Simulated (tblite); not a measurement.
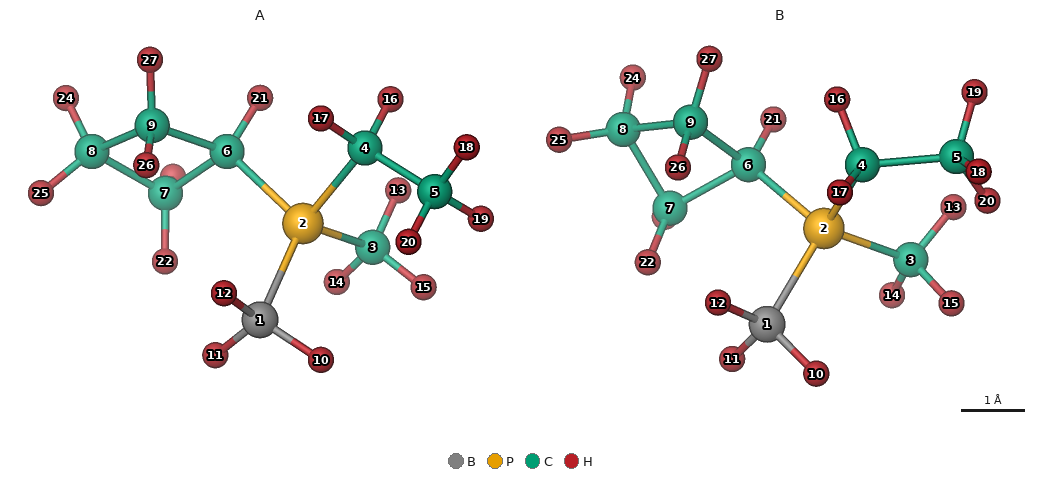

Two geometries of C7H18BP, drawn at one scale. One is the start of a relaxation, the other its converged end. Style: ball-and-stick. Shown at a tilt.

These are results of tblite 0.8.0, GFN2-xTB geometry optimisation, gas phase, not measurements. 

### Which of the two is the end point?

Structure A is the relaxed one. The atom that moves furthest after the best rigid fit is an H atom (2.11 Å). By element the largest moves are H 2.11 Å, C 0.74 Å, B 0.43 Å, P 0.12 Å. Some distances before and after: C–P 1.779 → 1.837 Å, C–P 1.792 → 1.848 Å, C–H 1.133 → 1.088 Å, B–P 1.888 → 1.922 Å. Bond angles that change, for instance: C–P–C 114.2° → 101.0°, B–P–C 107.5° → 118.2°, H–C–H 117.0° → 109.0°. Groups turn about C–P by about 60°, C–C by about 45°, C–P by about 30°. After 215 geometry steps the energy has fallen by 123.4 kJ/mol.
